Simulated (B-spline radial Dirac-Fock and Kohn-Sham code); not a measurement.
Bromine in charge state +1 (Br⁺) in the configuration [Ar] 3d10 4s2 4p4. The calculation used Dirac–Fock ΔSCF energies in intermediate coupling of the two holes, Coulomb rates, valence shells as spectators (a radial B-spline solver).

A figure with this caption is to be made: «The Auger multiplet of an L2 hole with both final holes in M45, lines labelled by the leading pair of holes and J, broadened by 0.30 eV full width. Kinetic energies count from the vacuum level; very weak lines are left out. Lines are named by their largest jj component, which in light atoms can differ from the customary names.» What will it show?

The strongest line is L2-M4M5 J=4 at 1.4088 keV (64 % of the multiplet), followed by L2-M5M5 J=2 at 1.4112 keV (8.5 %), L2-M4M5 J=3 at 1.4143 keV (8.5 %), L2-M4M5 J=2 at 1.4099 keV (6.5 %). The lines shown span 1.400 keV to 1.415 keV.

The result:

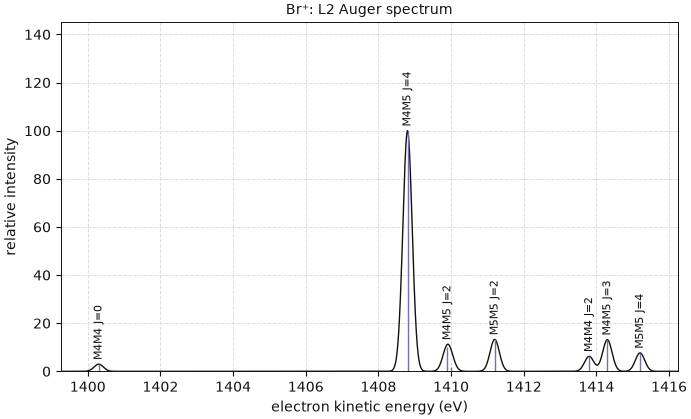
